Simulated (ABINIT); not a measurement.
# NaF (Villiaumite): a self-consistent loop beyond G0W0, cycle by cycle

Aim: iterate the self-energy on NaF (Villiaumite) and follow the gap from cycle to cycle.

Main program and level: ABINIT 10.8.3; PBE and many-body steps on it, plane waves.

The database entry behind the starting cell differs from later determinations by our own check (0.1 to 0.3 % short, probably kX units), so it need not match the best structure at ambient conditions.

## Step 1: Starting point

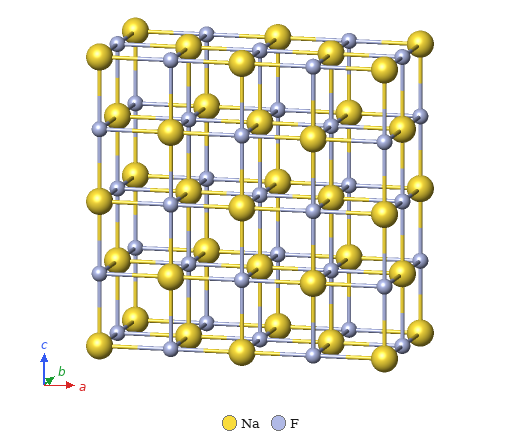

The starting structure, seen slightly off an axis (sodium yellow, fluorine light blue). 2×1×2 cells are drawn. This picture shows the conventional cell, with its axes. Some periodic images of atoms are drawn too.

The cell and positions come from the Crystallography Open Database and are kept as given unless a step says otherwise.

## Step 2: Empty states on the mesh, 6×6×6 mesh, 198 bands

This step: ABINIT 10.8.3; DFT, PBE, plane waves, norm-conserving pseudopotentials.

The sums over transitions need many empty states on a uniform mesh; this step solves for them.

Contents of run.abi:

```
acell 3*1.0 Angstrom
rprim 
  -0.000000000000 2.310000000000 2.310000000000
  2.310000000000 0.000000000000 2.310000000000
  2.310000000000 2.310000000000 0.000000000000
ntypat 2
znucl 11 9
natom 2
typat 1 2
xred 
  0.000000000000 0.000000000000 0.000000000000
  0.500000000000 0.500000000000 0.500000000000
pp_dirpath "pseudos"
pseudos "Na.upf, F.upf"
ecut 38
ngkpt 6 6 6
nshiftk 1
shiftk 0 0 0
kptopt 1
chksymbreak 0
irdden 1
istwfk *1
nband 198
prtvol 0
optdriver 6
gwr_task "HDIAGO"
paral_kgb 0
occopt 1
indata_prefix "in"
outdata_prefix "out"
tmpdata_prefix "tmp"
```

Run with:

```console
$ OMP_NUM_THREADS=1 mpirun -n 8 abinit run.abi > log
```

The log of the run:

```text
.Version 10.8.3 of ABINIT. v10.8.2 released Aug 2026.

 Symmetries : space group Fm -3 m (#225); Bravais cF (face-center cubic)
[... echo of the input left out ...]
== DATASET  1 ==================================================================
-   mpi_nproc: 8, omp_nthreads: 1 (-1 if OMP is not activated)

--- !DatasetInfo
iteration_state: {dtset: 1, }
dimensions: {natom: 2, nkpt: 16, mband: 198, nsppol: 1, nspinor: 1, nspden: 1, mpw: 1874, }
cutoff_energies: {ecut:  38.0, pawecutdg:  -1.0, }
[...]
Direct band gap semiconductor
 Fundamental gap:     6.390 (eV)
   VBM:    -1.330 (eV) at k: [ 0.0000E+00,  0.0000E+00,  0.0000E+00]
   CBM:     5.060 (eV) at k: [ 0.0000E+00,  0.0000E+00,  0.0000E+00]
 Direct gap:         6.390 (eV) at k: [ 0.0000E+00,  0.0000E+00,  0.0000E+00]

== END DATASET(S) ==============================================================
================================================================================

 -outvars: echo values of variables after computation  --------
           etotal      0.0000000000E+00
            nband         198
             nkpt          16
          spgroup         225
 [... the other variables as echoed above ...]

 Calculation completed.
```

It took 13 s on 8 MPI ranks of Arm Neoverse V2, shared host; peak memory 2 GiB; 100 s of CPU time.

This step gave:

```
gap                                                           : 6.390 eV
k of the valence top                                          : 0, 0, 0
k of the conduction bottom                                    : 0, 0, 0
least direct gap                                              : 6.390 eV
k points computed                                             : 16
lowest point of the top converged band, above the valence top : 209.1668 eV
```

On this mesh the gap is 6.390 eV.

The density comes from a self-consistent run that is not shown.

## Step 3: Screening, 6×6×6 mesh, 190 bands, screening to 261.2 eV

The RPA dielectric matrix is built and inverted for each q.

This step: RPA screening on PBE, plane waves, norm-conserving pseudopotentials.

Changes to run.abi since step 2:

```diff
@@ -20,10 +20,11 @@
 chksymbreak 0
-irdden 1
 istwfk *1
-nband 198
-prtvol 0
-optdriver 6
-gwr_task "HDIAGO"
-paral_kgb 0
 occopt 1
+irdwfk 1
+optdriver 3
+nband 190
+ecuteps 9.6
+inclvkb 2
+awtr 1
+symchi 1
 indata_prefix "in"
```

The log of the run:

```text
.Version 10.8.3 of ABINIT. v10.8.2 released Aug 2026.

 Symmetries : space group Fm -3 m (#225); Bravais cF (face-center cubic)
[... echo of the input left out ...]
== DATASET  1 ==================================================================
-   mpi_nproc: 8, omp_nthreads: 1 (-1 if OMP is not activated)

--- !DatasetInfo
iteration_state: {dtset: 1, }
dimensions: {natom: 2, nkpt: 16, mband: 190, nsppol: 1, nspinor: 1, nspden: 1, mpw: 1874, }
cutoff_energies: {ecut:  38.0, pawecutdg:  -1.0, }
electrons: {nelect:   1.60000000E+01, charge:   0.00000000E+00, occopt:   1.00000000E+00, tsmear:   1.00000000E-02, }

 SCREENING: Calculation of the susceptibility and dielectric matrices

 Based on a program developped by R.W. Godby, V. Olevano, G. Onida, and L. Reining.
 Incorporated in ABINIT by V. Olevano, G.-M. Rignanese, and M. Torrent.
.Using double precision arithmetic ; gwpc =  8

[... cell and pseudopotentials left out ...]
--------------------------------------------------------------------------------

 ==== K-mesh for the wavefunctions ====
 Number of points in the irreducible wedge :    16
[... list of points left out ...]
 Together with 48 symmetry operations and time-reversal symmetry
 yields   216 points in the full Brillouin Zone.

 ==== Q-mesh for the screening function ====
 Number of points in the irreducible wedge :    16
[... list of points left out ...]
 Together with 48 symmetry operations and time-reversal symmetry
 yields   216 points in the full Brillouin Zone.

 setmesh: FFT mesh size selected  =    25x   25x   25
          total number of points  =        15625

 vcoul_init : cutoff-mode = AUXILIARY_FUNCTION
 q-points for optical limit:   1
     1)      0.000010    0.000020    0.000030

- screening: taking advantage of time-reversal symmetry
- Maximum band index for partially occupied states nbvw = 8
- Remaining bands to be divided among processors   nbcw = 182
- Number of bands treated by each node ~22

 Number of electrons calculated from density =   16.0000; Expected =   16.0000
 average of density, n =  0.096174
 r_s =    1.3540
 omega_plasma =   29.9147 [eV]

 calculating chi0 at frequencies [eV] :
  1    0.000000E+00    0.000000E+00
  2    0.000000E+00    2.991468E+01

--------------------------------------------------------------------------------
  q-point number  1        q = ( 0.000000, 0.000000, 0.000000) [r.l.u.]
--------------------------------------------------------------------------------
[... chi0 elements left out ...]
 For q-point:  0.000010 0.000020 0.000030
  dielectric constant =   1.7993
  dielectric constant without local fields =   1.9010

  Average fulfillment of the sum rule on Im[epsilon] for q-point    1 :     83.41  [%]
[... wings left out ...]
  q-point number  2        q = ( 0.166667, 0.000000, 0.000000) [r.l.u.]
--------------------------------------------------------------------------------
[... chi0 elements left out ...]
  Average fulfillment of the sum rule on Im[epsilon] for q-point    2 :     94.22  [%]

 [... 14 further q-points ...]
```

It took 80 s on 8 MPI ranks; peak memory 1.9 GiB; 11 min of CPU time.

This step gave:

```yaml
eps_infinity_with_local_fields_on_this_mesh_along_the_program_s_q_direction: 1.799
the_same_without_local_fields: 1.901
plasma_frequency: 29.91 eV
plane_waves_in_the_screening_matrix: 259
```

Local fields lower ε∞ by 5 %.

## Step 4: G0W0

The self-energy is evaluated for the states that the input lists, and the levels follow from it, in one-shot runs by the linearised quasiparticle equation.

This step: G0W0 on PBE, plane waves, norm-conserving pseudopotentials.

Changes to run.abi since step 3:

```diff
@@ -23,8 +23,15 @@
 irdwfk 1
-optdriver 3
+optdriver 4
 nband 190
+gwcalctyp 0
+ecutsigx 38
+symsigma 1
+nkptgw 1
+kptgw 
+  0.0000000000 0.0000000000 0.0000000000
+bdgw 
+  6 12
 ecuteps 9.6
-inclvkb 2
-awtr 1
-symchi 1
+irdscr 1
+ppmodel 1
 indata_prefix "in"
```

The log of the run:

```text
.Version 10.8.3 of ABINIT. v10.8.2 released Aug 2026.

 Symmetries : space group Fm -3 m (#225); Bravais cF (face-center cubic)
[... echo of the input left out ...]
== DATASET  1 ==================================================================
-   mpi_nproc: 8, omp_nthreads: 1 (-1 if OMP is not activated)

--- !DatasetInfo
iteration_state: {dtset: 1, }
dimensions: {natom: 2, nkpt: 16, mband: 190, nsppol: 1, nspinor: 1, nspden: 1, mpw: 1874, }
cutoff_energies: {ecut:  38.0, pawecutdg:  -1.0, }
electrons: {nelect:   1.60000000E+01, charge:   0.00000000E+00, occopt:   1.00000000E+00, tsmear:   1.00000000E-02, }

 SIGMA: Calculation of the GW corrections

 Based on a program developped by R.W. Godby, V. Olevano, G. Onida, and L. Reining.
 Incorporated in ABINIT by V. Olevano, G.-M. Rignanese, and M. Torrent.
.Using double precision arithmetic ; gwpc =  8

[... cell and pseudopotentials left out ...]
--------------------------------------------------------------------------------

 ==== K-mesh for the wavefunctions ====
 Number of points in the irreducible wedge :    16
[... list of points left out ...]
 Together with 48 symmetry operations and time-reversal symmetry
 yields   216 points in the full Brillouin Zone.

 ==== Q-mesh for screening function ====
 Number of points in the irreducible wedge :    16
[... list of points left out ...]
 Together with 48 symmetry operations and time-reversal symmetry
 yields   216 points in the full Brillouin Zone.

 vcoul_init : cutoff-mode = AUXILIARY_FUNCTION
 q-points for optical limit:   1
     1)      0.000010    0.000020    0.000030
 setmesh: FFT mesh size selected  =    36x   36x   36
          total number of points  =        46656

 Number of electrons calculated from density =   16.0000; Expected =   16.0000
 average of density, n =  0.096174
 r_s =    1.3540
 omega_plasma =   29.9147 [eV]

 === KS Band Gaps ===
  >>>> For spin  1
   Minimum direct gap =   6.3895 [eV], located at k-point      :   0.0000  0.0000  0.0000
   Fundamental gap    =   6.3895 [eV], Top of valence bands at :   0.0000  0.0000  0.0000
                                       Bottom of conduction at :   0.0000  0.0000  0.0000
 SIGMA fundamental parameters:
 PLASMON POLE MODEL  1
 number of plane-waves for SigmaX                 1837
 number of plane-waves for SigmaC and W            259
 number of plane-waves for wavefunctions          1837
 number of bands                                   190
 number of independent spin polarizations            1
 number of spinorial components                      1
 number of k-points in IBZ                          16
 number of q-points in IBZ                          16
 number of symmetry operations                      48
 number of k-points in BZ                          216
 number of q-points in BZ                          216
 number of frequencies for dSigma/dE                 9
 frequency step for dSigma/dE [eV]                0.25
 number of omega for Sigma on real axis              0
 max omega for Sigma on real axis  [eV]           0.00
 zcut for avoiding poles [eV]                     0.10

 EPSILON^-1 parameters (SCR file):
 dimension of the eps^-1 matrix on file            259
 dimension of the eps^-1 matrix used               259
 number of plane-waves for wavefunctions          1837
 number of bands                                   190
 number of q-points in IBZ                          16
 number of frequencies                               2
 number of real frequencies                          1
 number of imag frequencies                          1

 matrix elements of self-energy operator (all in [eV])

 Perturbative Calculation

--- !SelfEnergy_ee
iteration_state: {dtset: 1, }
kpoint     : [   0.000,    0.000,    0.000, ]
spin       : 1
KS_gap     :    6.390
QP_gap     :   10.631
Delta_QP_KS:    4.241
data: !SigmaeeData |
     Band     E0 <VxcDFT>   SigX SigC(E0)      Z dSigC/dE  Sig(E)    E-E0       E
        6  -1.330 -22.508 -30.235   4.218   0.823  -0.215 -25.395  -2.887  -4.217
        7  -1.330 -22.508 -30.235   4.218   0.823  -0.215 -25.395  -2.887  -4.217
        8  -1.330 -22.508 -30.235   4.218   0.823  -0.215 -25.395  -2.887  -4.217
        9   5.060  -9.465  -5.324  -2.644   0.904  -0.106  -8.111   1.354   6.414
       10  17.827  -7.169  -2.170  -3.229   0.903  -0.108  -5.571   1.598  19.424
       11  17.827  -7.169  -2.170  -3.229   0.903  -0.108  -5.571   1.598  19.424
       12  17.827  -7.169  -2.170  -3.229   0.903  -0.108  -5.571   1.598  19.424

== END DATASET(S) ==============================================================
================================================================================

 -outvars: echo values of variables after computation  --------
           etotal      0.0000000000E+00
            nband         190
             nkpt          16
          spgroup         225
 [... the other variables as echoed above ...]

 Calculation completed.
```

Elapsed: 9.2 s, on 8 MPI ranks; peak memory 2 GiB; 73 s of CPU time.

Numbers from this step:

| Item | Value |
| --- | --- |
| G0W0 gap on the points computed | 10.63 eV |
| starting gap on the mesh | 6.390 eV |
| k of the valence top | 0, 0, 0 |
| k of the conduction bottom | 0, 0, 0 |
| Z at the valence top | 0.823 |
| Z at the conduction bottom | 0.904 |
| least direct G0W0 gap on the computed points | 10.63 eV |

The gap on the mesh goes from 6.39 eV to 10.63 eV, a correction of +4.24 eV.

(Part 1 of 2 ends here.)

[Paths, hosts, dates, memory and timing lines, banners, echoed tables and standing remarks are left out of the program output.]

[Logs are printed without paths, hosts, clocks, repeated set-up lines and the standing remarks that a program may print on its own settings, such as how far it seeks lower states.]

[Runs of the session that timed out or met a known fault of the program may be left out.]

[Hosts, paths, dates, database ids (printed as entryN), source tags and the programs' standing remarks are cut or masked in the printed files.]

[G0W0 gaps are taken among the corrected bands and points alone; a level outside them can change the order at an edge.]

[Where Ansatz stands beside ABINIT at settings called matched, ABINIT's density can come from a denser mesh and the files from another edition; pairs whose starting gaps differed by over 0.03 eV were left out, so agreement reads better than it is.]
